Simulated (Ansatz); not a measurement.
**Al2Cl2H4S2 (SMILES [Cl][AlH-]1[SH+][AlH-]([Cl])[SH+]1): density, localisation and related maps**

The calculation's input:

```
crystal:
  periodic: [false, false, false]
  atoms:
    - {symbol: Cl, position_ang: [0.767264, -1.300423, -2.622969]}
    - {symbol: Al, position_ang: [1.316683, -0.687614, -0.679663]}
    - {symbol: S, position_ang: [-0.291469, -1.548171, 0.817412]}
    - {symbol: Al, position_ang: [-0.740661, 0.729258, 1.241151]}
    - {symbol: Cl, position_ang: [-2.728263, 1.106897, 0.640601]}
    - {symbol: S, position_ang: [0.681992, 1.572622, -0.441919]}
    - {symbol: H, position_ang: [2.751171, -0.890853, -0.074412]}
    - {symbol: H, position_ang: [-1.244393, -1.649558, -0.128465]}
    - {symbol: H, position_ang: [-0.166670, 1.118652, 2.649803]}
    - {symbol: H, position_ang: [-0.262554, 1.498091, -1.398638]}
basis:
  gaussian: {orbitals: def2-TZVPP}
hamiltonian: {xc: pbe0, dispersion: d4}
output: {orbitals: {seedname: orbitals}}
```

Launched as:

```sh
ansatz run in.yaml --threads 4 --pin off --events-out ev --progress --plain --max-ram 11315MiB
```

Geometry: PBE0-D4/def2-TZVP.

Level of theory: Ansatz, RKS PBE0-D4/def2-TZVPP.

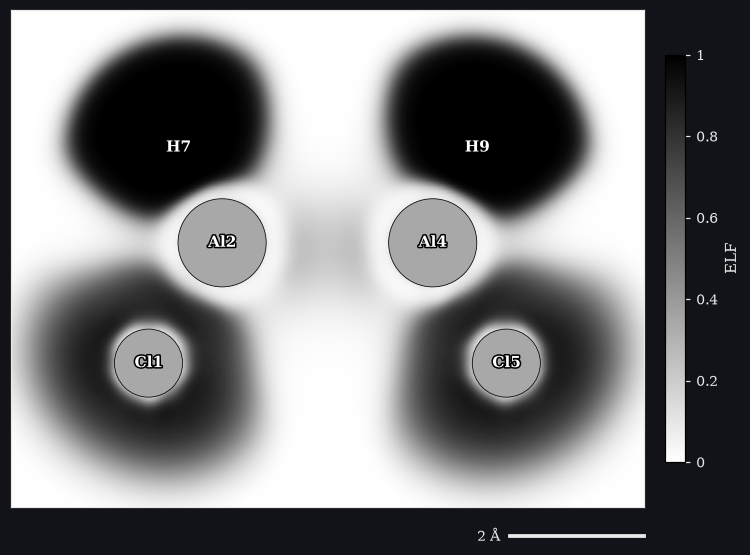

Figure 1. Electron localisation function on the plane of atoms Cl5, Al4 and H9. Grey discs cover the atomic cores.

> What does the map show?

- The plane passes through Cl, Al and H nuclei.
- Al–Cl (2.11 Å): the ELF peaks at about 0.85 in the valence shell of Cl, 0.9 Å from its nucleus, and is about 0.80 at the midpoint.
- Al–H (1.57 Å): the ELF climbs to about 1 towards the hydrogen.
- The ELF also peaks beside Cl1 and Cl5, away from the bonds: lone-pair regions.

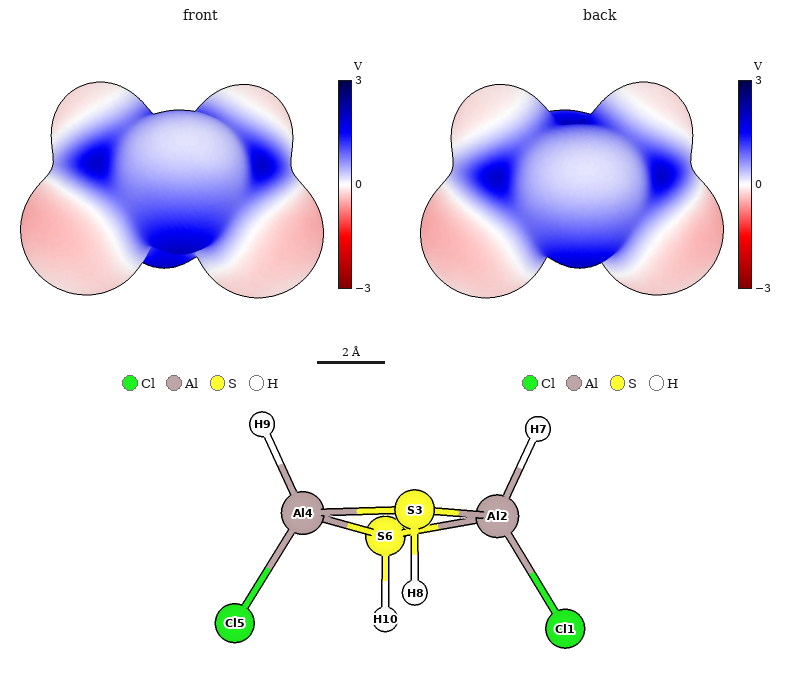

Figure 2. The molecular electrostatic potential painted on the density surface at 0.002 e/bohr³, seen from the front and from behind; the colour scale runs from red (negative) to blue (positive). The bare structure is drawn below in the same view.

> Describe the electrostatic potential map.

The most negative region (about −0.5 V) lies over Cl1 and Cl5, the most positive (about +2.1 V) over Al2 and Al4.

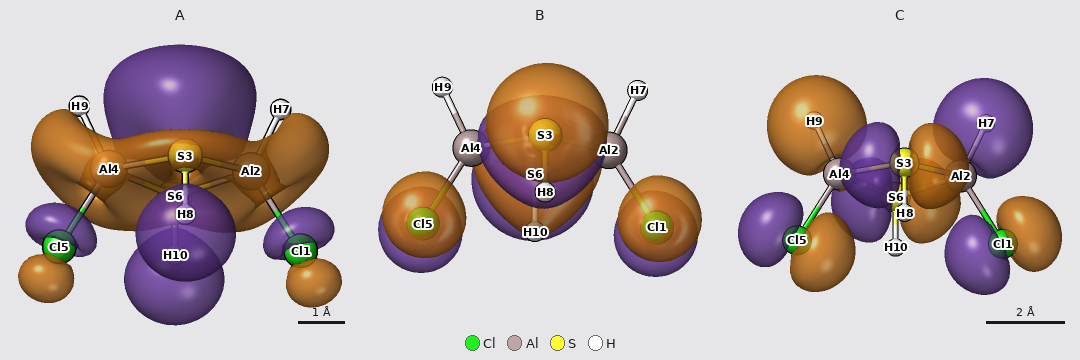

Figure 3. Three frontier orbitals at ±0.06 Å⁻³ᐟ² (orange and purple are the two phases), in no order.

> Which picture is the HOMO−1, the HOMO and the LUMO?

B is the HOMO−1 (−8.93 eV). It lies mainly on S3 (about 35 %), S6 (about 35 %), Cl1 (about 10 %) and Cl5 (about 10 %); largely a combination of lone pairs on S3, S6, Cl1 and Cl5. C is the HOMO (−8.60 eV). Its weight (Hirshfeld) is mainly on H7 (about 15 %), H9 (about 15 %), Cl1 (about 15 %), Cl5 (about 15 %), S3 (about 15 %) and S6 (about 15 %). A is the LUMO (−1.17 eV). By Hirshfeld shares it lies mainly on Al2 (about 20 %), Al4 (about 20 %), S3 (about 15 %), S6 (about 15 %), H8 (about 10 %) and H10 (about 10 %).

> What is the HOMO–LUMO gap?

7.43 eV between the orbital energies.

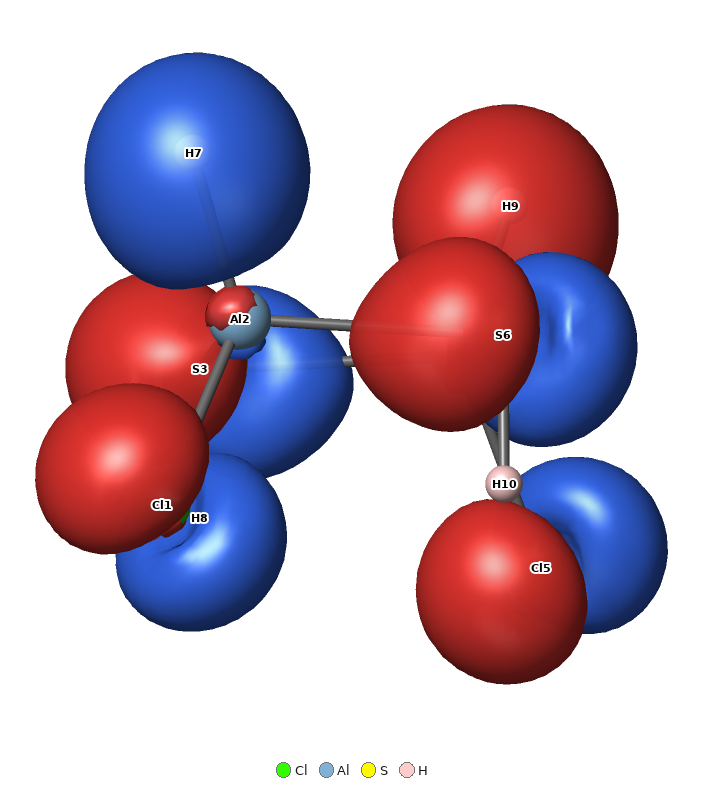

Figure 4. One frontier orbital at ±0.1 Å⁻³ᐟ² (red and blue are the two phases), seen at an oblique angle.

> Which orbital is it: HOMO or LUMO?

The HOMO, at −8.60 eV. It lies mainly on H7 (about 15 %), H9 (about 15 %), Cl1 (about 15 %), Cl5 (about 15 %), S3 (about 15 %) and S6 (about 15 %).
